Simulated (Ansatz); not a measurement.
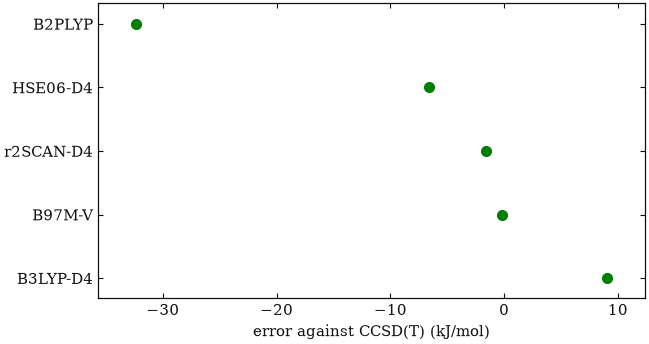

Error in the electronic atomisation energy (method less reference, so positive means overbinding) of CH₅NOSi (imidic-acid tautomer), SMILES N(=C(\O)[SiH3])/[H]: functionals in def2-TZVPP against frozen-core CCSD(T) at the limit (MP2 extrapolated from triple and quadruple zeta, plus CCSD(T) less MP2 in a smaller set), which gives 3198.8 kJ/mol, at a PBE0-D4/def2-TZVP geometry (a minimum by its frequencies), no zero-point or spin-orbit term, the Ansatz code. The reference leaves out core correlation, a term that grows with the number of heavy atoms. B2PLYP holds a correlation term that converges slowly with the basis, so part of the distance to the limit is basis error. No dispersion term is added to B2PLYP.

**Which of these levels overbind, and which underbind?**

Overbind: none clearly. Underbind: B2PLYP. Within 20 kJ/mol of zero, too close to call in view of what the reference leaves out: HSE06-D4, r2SCAN-D4, B97M-V and B3LYP-D4.

**Give the values.**

```
    level  kJ/mol
   B2PLYP   −32.4
 HSE06-D4    −6.6
r2SCAN-D4    −1.6
   B97M-V    −0.2
 B3LYP-D4     9.1
```
